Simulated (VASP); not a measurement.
# LiVO2 with r2SCAN: from relaxation to properties, part 5 of 5

Aim: relax LiVO2, then compute properties on the relaxed cell. Left out of this account: 1 further run (phonons: its modes failed a check). The start is a cell from a database of measured crystal structures.

VASP 6.6.1, plane waves and PAW; the level of theory is named at each step.

Still holding for the runs below: The magnetic order is the lowest of the few collinear ones that converged above; longer or canted patterns were not tried. The cell is doubled for it, so bands and modes from the zone boundary of the chemical cell fold onto Γ and the labels are those of the larger cell.

So far, gap on the k-mesh (eV): step 4 (magnetic order: antiferromagnetic, q = (1/2, 1/2, 1/2)) 0.473; step 5 (magnetic order: antiferromagnetic, q = (1/2, 1/2, 0)) 0.534; step 7 (relaxing cell and atoms (r2SCAN)) 0.510; step 8 (second relaxation) 0.510.

## 10. Band structure (r2SCAN)

Level of this step: r2SCAN, spin-polarised from an antiferromagnetic start; plane waves and PAW (Li_sv, V_sv, O) (VASP).

The mesh alone shows little of the dispersion and can miss band extrema, so KPOINTS_OPT adds a path through the symmetry points after the self-consistent cycle.

INCAR

```
SYSTEM = LiVO2
PREC = Accurate
ENCUT = 650
EDIFF = 1E-06
NELM = 100
ISMEAR = 0
SIGMA = 0.05
LREAL = .FALSE.
ALGO = Normal
METAGGA = R2SCAN
LASPH = .TRUE.
NBANDS = 52
ISPIN = 2
MAGMOM = -0.001 0.001 1.7 -1.7 0.007 -0.007 -0.007 0.007
LMAXMIX = 4
LORBIT = 11
LWAVE = .FALSE.
LCHARG = .FALSE.
KPAR = 8
```

POSCAR

```
LiVO2
1.0
   -5.7987314157      0.0290240832      0.0374455266
   -1.4371150572     -2.4891562955      0.0000000000
   -1.4873043481      0.8586955658      4.8603059837
Li V O
2 2 4
Direct
    0.0000000000      0.0000000000      0.0000000000
    0.5000000000      0.0000000000      0.0000000000
    0.5000000000      0.5000000000      0.5000000000
    0.0000000000      0.5000000000      0.5000000000
    0.7582167536      0.2417832464      0.7345268979
    0.2582167536      0.2417832464      0.7345268979
    0.7417832464      0.7582167536      0.2654731021
    0.2417832464      0.7582167536      0.2654731021
```

KPOINTS

```
Automatic mesh
0
Gamma
9 9 5
0 0 0
```

KPOINTS_OPT

```
Line mode
12
Line-mode
Reciprocal
  0.00000000   0.00000000   0.00000000 GAMMA
  0.00000000   0.00000000  -0.50000000 Y

  0.00000000   0.00000000  -0.50000000 Y
 -0.37750285   0.00000000  -0.63142925 H

 -0.37750285   0.00000000  -0.63142925 H
 -0.50000000   0.00000000  -0.50000000 C

 -0.50000000   0.00000000  -0.50000000 C
 -1.00000000  -0.50000000  -0.50000000 E

 -1.00000000  -0.50000000  -0.50000000 E
 -1.12249715  -0.50000000  -0.36857075 M1

 -1.12249715  -0.50000000  -0.36857075 M1
 -1.00000000  -0.50000000   0.00000000 A

 -1.00000000  -0.50000000   0.00000000 A
 -0.50000000   0.00000000   0.00000000 X

 -0.50000000   0.00000000   0.00000000 X
 -0.62249715   0.00000000  -0.36857075 H1

 -0.87750285  -0.50000000  -0.63142925 M
 -0.50000000  -0.50000000  -0.50000000 D

 -0.50000000  -0.50000000  -0.50000000 D
 -0.50000000  -0.50000000   0.00000000 Z

  0.00000000   0.00000000  -0.50000000 Y
 -0.50000000  -0.50000000  -0.50000000 D
```

Potentials, in the order of the species: Li_sv, V_sv and O (PBE family, release 64).

Command:

```
$ mpirun -np 8 vasp_std
```

What it wrote:

```text
[... set-up lines as in an earlier step ...]
 entering main loop
       N       E                     dE             d eps       ncg     rms          rms(c)
DAV:   1     0.742395066593E+03    0.74240E+03   -0.33440E+04 23920   0.144E+03
DAV:   2    -0.479759783572E+02   -0.79037E+03   -0.74373E+03 24944   0.449E+02
DAV:   3    -0.102934646167E+03   -0.54959E+02   -0.53731E+02 29040   0.126E+02
DAV:   4    -0.105642782246E+03   -0.27081E+01   -0.26488E+01 38772   0.191E+01
DAV:   5    -0.105687280154E+03   -0.44498E-01   -0.44473E-01 26716   0.248E+00    0.423E+01
DAV:   6    -0.770038554984E+02    0.28683E+02   -0.35605E+01 28036   0.515E+01    0.135E+01
DAV:   7    -0.774078359756E+02   -0.40398E+00   -0.75520E+00 25284   0.223E+01    0.125E+01
DAV:   8    -0.774281116016E+02   -0.20276E-01   -0.83713E-01 27508   0.443E+00    0.600E+00
DAV:   9    -0.775205839321E+02   -0.92472E-01   -0.70107E-01 26344   0.315E+00    0.219E+00
DAV:  10    -0.775537379857E+02   -0.33154E-01   -0.12375E-01 25648   0.176E+00    0.125E+00
DAV:  11    -0.775590933240E+02   -0.53553E-02   -0.14289E-02 25928   0.866E-01    0.552E-01
DAV:  12    -0.775624770419E+02   -0.33837E-02   -0.18838E-03 26132   0.254E-01    0.239E-01
DAV:  13    -0.775633923496E+02   -0.91531E-03   -0.21988E-03 25368   0.178E-01    0.724E-02
DAV:  14    -0.775633789931E+02    0.13356E-04   -0.19286E-04 26484   0.690E-02    0.465E-02
DAV:  15    -0.775634244725E+02   -0.45479E-04   -0.41509E-05 26104   0.335E-02    0.249E-02
DAV:  16    -0.775634288961E+02   -0.44236E-05   -0.49289E-05 25548   0.183E-02    0.834E-03
DAV:  17    -0.775634264823E+02    0.24138E-05   -0.28226E-06 17432   0.753E-03    0.429E-03
DAV:  18    -0.775634251884E+02    0.12940E-05   -0.83759E-07 13048   0.394E-03    0.238E-03
DAV:  19    -0.775634266146E+02   -0.14262E-05   -0.20067E-07 12812   0.205E-03    0.875E-04
DAV:  20    -0.775634262694E+02    0.34517E-06   -0.19517E-08 12676   0.884E-04
   1 F= -.77563426E+02 E0= -.77563426E+02  d E =-.503410E-14  mag=     0.0000
 Start KPOINTS_OPT (optional k-point list driver)
k-point batch [1-115\132]
       N       E                     dE             ncg
DAV:   1    -0.661056267783E+03   -0.20533E+06    23920
DAV:   2    -0.895567015377E+05   -0.88896E+05    25152
DAV:   3    -0.954639629316E+05   -0.59073E+04    30112
DAV:   4    -0.957318801217E+05   -0.26792E+03    36680
DAV:   5    -0.957363836016E+05   -0.45035E+01    28000
DAV:   6    -0.957364274424E+05   -0.43841E-01    29040
DAV:   7    -0.957364284932E+05   -0.10508E-02    27416
DAV:   8    -0.957364285244E+05   -0.31246E-04    23532
DAV:   9    -0.957364285259E+05   -0.14417E-05    18376
DAV:  10    -0.957364285261E+05   -0.22112E-06    15740
k-point batch [116-132\132]
       N       E                     dE             ncg
DAV:   1     0.192930418800E+06   -0.33784E+05     3536
DAV:   2     0.179742074006E+06   -0.13188E+05     3732
DAV:   3     0.178863127812E+06   -0.87895E+03     4288
DAV:   4     0.178819779952E+06   -0.43348E+02     5696
DAV:   5     0.178819033883E+06   -0.74607E+00     4044
DAV:   6     0.178819025947E+06   -0.79357E-02     4196
DAV:   7     0.178819025754E+06   -0.19241E-03     4056
DAV:   8     0.178819025748E+06   -0.61990E-05     3540
DAV:   9     0.178819025748E+06   -0.25943E-06     2808
```

Wall time 6.3 min (8 MPI ranks of Intel Xeon 6975P-C (Granite Rapids), shared host); peak memory 11 GiB.

OUTCAR, selected parts (step 10):

```text
   k-points           NKPTS =    115   k-points in BZ     NKDIM =    115   number of bands    NBANDS=     52

   NELECT =      56.0000    total number of electrons

 E-fermi :   7.1204

 spin component 1
 k-point     1 :       0.0000    0.0000    0.0000
  band No.  band energies     occupation
    ...
     24       3.7162      1.00000
     25       3.9681      1.00000
     26       3.9880      1.00000
     27       5.9836      1.00000
     28       6.3733      1.00000
     29       7.3633      0.00000
     30       8.3658      0.00000
     31       9.9650      0.00000
     32       9.9858      0.00000
     33      10.5538      0.00000
    ...

 k-point     2 :       0.1111    0.0000   -0.0000
  band No.  band energies     occupation
    ...
     24       3.7156      1.00000
     25       3.8254      1.00000
     26       3.9163      1.00000
     27       6.0284      1.00000
     28       6.4120      1.00000
     29       7.3993      0.00000
     30       8.3659      0.00000
     31       9.9312      0.00000
     32       9.9881      0.00000
     33      10.4955      0.00000
    ...

  Total       -0.0120013     -0.0143061     -0.0043833     -0.0019960      0.0051873     -0.0092211
  in kB       -0.2740193     -0.3266428     -0.1000802     -0.0455733      0.1184394     -0.2105389
  external PRESSURE =      -0.2335808 kB  Pullay stress =       0.0000000 kB

 POSITION                                       TOTAL-FORCE (eV/Angst)
 -----------------------------------------------------------------------------------
      0.00000      0.00000      0.00000        -0.000000      0.000000     -0.000000
     -2.89937      0.01451      0.01872        -0.000000      0.000000     -0.000000
     -4.36158     -0.80072      2.44888        -0.000000      0.000000     -0.000000
     -1.46221     -0.81523      2.43015        -0.000000      0.000000     -0.000000
     -5.83663      0.05091      3.59842        -0.003783      0.002184      0.002462
     -2.93726      0.03639      3.57969        -0.003783      0.002184      0.002462
     -5.78589     -1.63783      1.31806         0.003783     -0.002184     -0.002462
     -2.88652     -1.65234      1.29933         0.003783     -0.002184     -0.002462
 -----------------------------------------------------------------------------------
    total drift:                                0.000000      0.000000     -0.000000

  FREE ENERGIE OF THE ION-ELECTRON SYSTEM (eV)
  ---------------------------------------------------
  free  energy   TOTEN  =       -77.5634262694 eV

  energy  without entropy=      -77.5634262694  energy(sigma->0) =      -77.56342627

[... 9 parts as in an earlier step ...]

[... 8 further parts left out ...]
```

The cell is typed on its shortest vectors, so the axes of tensors and the coordinates of k-points follow the printed cell and not the standard setting.

Numbers from this step:

* SCF cycles: 20
* bands: 52
* Fermi energy: 7.120 eV
* pressure: -0.02336 GPa
* least gap on mesh and path: 0.5032 eV
* least direct gap on mesh and path: 0.6819 eV
* valence top at k: -0.5, -0.5, 0

Both spin channels agree. Electronic bands along the path, in eV, zero at the valence-band top; v1 is the highest filled band, c1 the lowest empty one:

```tsv
point	v4	v3	v2	v1	c1	c2	c3	c4
Γ	-2.89	-2.87	-0.88	-0.49	0.50	1.51	3.10	3.13
Y	-2.98	-2.97	-0.65	-0.48	0.61	1.63	3.07	3.07
H	-3.71	-3.45	-0.63	-0.23	0.85	1.43	3.05	3.20
C	-3.57	-3.56	-0.71	-0.19	0.91	1.31	3.06	3.07
E	-4.08	-3.98	-0.87	-0.80	1.13	2.34	3.07	3.34
M1	-4.06	-4.04	-0.69	-0.68	1.14	2.27	3.04	3.31
A	-3.76	-3.68	-0.56	-0.54	1.14	2.35	3.14	3.30
X	-3.38	-3.27	-0.59	-0.19	0.78	1.48	2.90	3.26
H1	-3.71	-3.45	-0.63	-0.23	0.85	1.43	3.05	3.20
jump to M	-4.06	-4.04	-0.69	-0.68	1.14	2.27	3.04	3.31
D	-3.91	-3.78	-0.34	-0.14	1.21	1.95	2.71	3.29
Z	-4.62	-4.53	-0.20	0.00	1.21	2.14	2.92	3.31
jump to Y	-2.98	-2.97	-0.65	-0.48	0.61	1.63	3.07	3.07
D	-3.91	-3.78	-0.34	-0.14	1.21	1.95	2.71	3.29
```

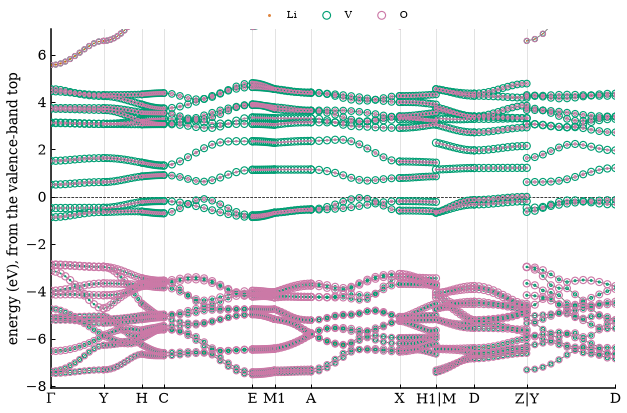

Electronic bands along the path; dots are coloured as in the legend, and their area grows with the weight.

The path finds the gap of the mesh within 0.02 eV, so the mesh comes close to both band edges.

## 11. Total and projected DOS (r2SCAN)

A density of states needs more k-points than a total energy; ISMEAR = -5 takes tetrahedra, and LORBIT projects the states on the PAW spheres. The mesh is finer than in the run before.

Changes to INCAR since step 10:

```diff
@@ -5,3 +5,3 @@
 NELM = 100
-ISMEAR = 0
+ISMEAR = -5
 SIGMA = 0.05
@@ -19 +19,2 @@
 KPAR = 8
+NEDOS = 2001
```

POSCAR is that of step 10.

KPOINTS

```
Automatic mesh
0
Gamma
13 13 7
0 0 0
```

Command:

```
$ mpirun -np 8 vasp_std
```

What it wrote:

```text
[... set-up lines as in an earlier step ...]
 entering main loop
       N       E                     dE             d eps       ncg     rms          rms(c)
DAV:   1     0.741700779174E+03    0.74170E+03   -0.33384E+04 66992   0.144E+03
DAV:   2    -0.479885992500E+02   -0.78969E+03   -0.74318E+03 70196   0.448E+02
DAV:   3    -0.103003175701E+03   -0.55015E+02   -0.53787E+02 81652   0.127E+02
DAV:   4    -0.105638736646E+03   -0.26356E+01   -0.25784E+01107300   0.190E+01
DAV:   5    -0.105680930124E+03   -0.42193E-01   -0.42170E-01 74736   0.245E+00    0.423E+01
DAV:   6    -0.770193993082E+02    0.28662E+02   -0.35856E+01 78416   0.515E+01    0.136E+01
DAV:   7    -0.774224694461E+02   -0.40307E+00   -0.75925E+00 70824   0.224E+01    0.125E+01
DAV:   8    -0.774299908538E+02   -0.75214E-02   -0.87613E-01 76932   0.437E+00    0.591E+00
DAV:   9    -0.775252068287E+02   -0.95216E-01   -0.68916E-01 74328   0.308E+00    0.219E+00
DAV:  10    -0.775536128381E+02   -0.28406E-01   -0.95038E-02 74196   0.167E+00    0.125E+00
DAV:  11    -0.775594372812E+02   -0.58244E-02   -0.12228E-02 72028   0.851E-01    0.541E-01
DAV:  12    -0.775628226575E+02   -0.33854E-02   -0.19332E-03 72772   0.236E-01    0.221E-01
DAV:  13    -0.775636549137E+02   -0.83226E-03   -0.20836E-03 70996   0.166E-01    0.714E-02
DAV:  14    -0.775636736772E+02   -0.18764E-04   -0.31044E-04 73104   0.676E-02    0.428E-02
DAV:  15    -0.775637276895E+02   -0.54012E-04   -0.45621E-05 74612   0.292E-02    0.182E-02
DAV:  16    -0.775637266072E+02    0.10823E-05   -0.38080E-05 71512   0.173E-02    0.774E-03
DAV:  17    -0.775637271672E+02   -0.55994E-06   -0.20494E-06 46552   0.722E-03
   1 F= -.77563727E+02 E0= -.77563727E+02  d E =0.000000E+00  mag=     0.0000
```

The job ended after 8.9 min (8 MPI ranks; peak memory 15 GiB).

From OUTCAR (step 11):

```text
   k-points           NKPTS =    322   k-points in BZ     NKDIM =    322   number of bands    NBANDS=     52

   NELECT =      56.0000    total number of electrons

 E-fermi :   6.8634

 spin component 1
 k-point     1 :       0.0000    0.0000    0.0000
  band No.  band energies     occupation
    ...
     24       3.7159      1.00000
     25       3.9679      1.00000
     26       3.9877      1.00000
     27       5.9837      1.00000
     28       6.3731      1.00000
     29       7.3625      0.00000
     30       8.3662      0.00000
     31       9.9641      0.00000
     32       9.9852      0.00000
     33      10.5534      0.00000
    ...

 k-point     2 :       0.0769   -0.0000    0.0000
  band No.  band energies     occupation
    ...
     24       3.7245      1.00000
     25       3.9002      1.00000
     26       3.9426      1.00000
     27       6.0062      1.00000
     28       6.3922      1.00000
     29       7.3803      0.00000
     30       8.3664      0.00000
     31       9.9473      0.00000
     32       9.9861      0.00000
     33      10.5242      0.00000
    ...

  Total       -0.0064518     -0.0189307      0.0049475     -0.0108071      0.0044662     -0.0079690
  in kB       -0.1473103     -0.4322334      0.1129632     -0.2467506      0.1019729     -0.1819501
  external PRESSURE =      -0.1555268 kB  Pullay stress =       0.0000000 kB

 POSITION                                       TOTAL-FORCE (eV/Angst)
 -----------------------------------------------------------------------------------
      0.00000      0.00000      0.00000        -0.000000     -0.000000      0.000000
     -2.89937      0.01451      0.01872        -0.000000     -0.000000      0.000000
     -4.36158     -0.80072      2.44888        -0.000000     -0.000000      0.000000
     -1.46221     -0.81523      2.43015         0.000000     -0.000000      0.000000
     -5.83663      0.05091      3.59842        -0.003405      0.001966      0.002945
     -2.93726      0.03639      3.57969        -0.003405      0.001966      0.002945
     -5.78589     -1.63783      1.31806         0.003405     -0.001966     -0.002945
     -2.88652     -1.65234      1.29933         0.003405     -0.001966     -0.002945
 -----------------------------------------------------------------------------------
    total drift:                                0.000000      0.000000     -0.000000

  FREE ENERGIE OF THE ION-ELECTRON SYSTEM (eV)
  ---------------------------------------------------
  free  energy   TOTEN  =       -77.5637271672 eV

  energy  without entropy=      -77.5637271672  energy(sigma->0) =      -77.56372717

[... 8 parts as in an earlier step ...]

[... 9 further parts left out ...]
```

This step gave:

* SCF cycles: 17
* irreducible k-points: 322
* free energy (TOTEN): -77.5637 eV
* Fermi energy: 6.863 eV
* pressure: -0.01555 GPa
* valence top at k: -0.07692, 0.2308, 0.1429
* least direct gap at k: 0.4615, 0.2308, 0.1429
* gap on the k-mesh: 0.5059 eV
* least direct gap on the k-mesh: 0.6823 eV

The density of states has structure finer than the step of the table below, so its rows give means over 1 eV, whole bins alone (the curve runs from -12.0 to 4.11 eV). Peaks (eV: height): total -6.5: 9.96, -5.1: 9.99, 2.9: 13.1, 3.5: 9.58; V d -0.4: 5.96, 0.7: 4.50, 2.9: 10.8, 3.5: 7.08; O p -6.5: 4.89, -5.1: 5.59, -4.6: 3.95, -4.0: 5.01; V p -6.5: 0.374, -4.9: 0.160, -4.5: 0.197, -4.0: 0.248; O s -5.9: 0.043, -4.6: 0.0508, 2.9: 0.0854, 3.5: 0.149.

States under -12.0 eV and over 4.1 eV are left out; both spin channels agree and are summed. Table of density of states by energy, zero at the valence-band top; means over each step; values in states/eV/cell:

```tsv
energy (eV)	total	V d	O p	V p	O s	V s
-9	0	0	0	0	0	0
-8	0.00934	0.00124	0.00409	1.3e-5	1.8e-5	7.1e-4
-7	3.64	0.448	1.70	0.0611	0.0155	0.169
-6	5.75	0.713	2.92	0.161	0.0324	0.110
-5	7.20	1.18	4.09	0.117	0.0313	0.0597
-4	6.01	0.309	3.95	0.180	0.0208	0.0242
-3	1.41	0.0430	1.01	0.0260	0.00188	0.00130
-2	0	0	0	0	0	0
-1	0.989	0.762	0.110	0.00109	0.00203	0.00714
0	3.05	2.37	0.396	0.00708	0.00234	0.00745
1	2.07	1.72	0.193	0.00208	0.00102	0.00496
2	1.90	1.57	0.150	7.2e-4	0.00262	0.00400
3	5.85	4.74	0.517	0.00409	0.0609	0.0105
```

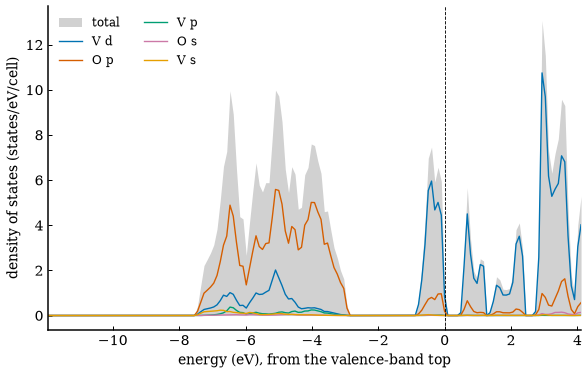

Density of states against energy.

The gap on this mesh is 0.51 eV. In the top eV of the valence band the largest shares in the PAW spheres are V d 78 % and O p 13 %. The rest lies in smaller channels or between the spheres.

## 12. Results

| Property | Result |
| --- | --- |
| relaxed volume | 8.771 Å³/atom |
| relaxed conventional cell a, b, c | 5.036, 2.874, 5.155 Å; angles 90.0, 109.9, 90.0° |
| space group after relaxing, within 0.02 Å | C2/m (No. 12) |
| moment of the cell (13×13×7 mesh) | 0 μB |
| largest site moment (13×13×7 mesh) | 1.7 μB on V3 |
| band gap | 0.503 eV, indirect (least direct gap of that run 0.682 eV) |
| gap among the points of the DOS mesh alone, an upper bound | 0.506 eV |

In words: With r2SCAN, LiVO2 relaxes to 8.771 Å³/atom in space group C2/m, has an indirect gap of 0.503 eV and keeps moments of up to 1.7 μB (13×13×7 mesh). Against the listed cell the volume lies +2.2 %, and the symmetry falls from R-3m to C2/m, as the imposed magnetic order allows. Band structure (r2SCAN): On this path the gap is indirect, 0.50 eV, with the valence top at Z and the conduction bottom at Γ. The least direct gap is 0.73 eV. Semilocal functionals usually underestimate gaps. Only a few collinear orders were tried, on the cell as listed. No search among competing phases was made, and a listed structure need not be the one stable at ambient conditions. All values are for a static lattice at zero temperature.

[Lines on the potential files, build, host, timing and source positions are cut from VASP's logs without a mark.]

[Logs are printed without paths, hosts, clocks, repeated set-up lines and the standing remarks that a program may print on its own settings, such as how far it seeks lower states.]

[Hosts, paths, dates, database ids (printed as entryN), source tags and the programs' standing remarks are cut or masked in the printed files.]

[A measured line is paired with the nearest computed mode of its activity, which favours agreement.]
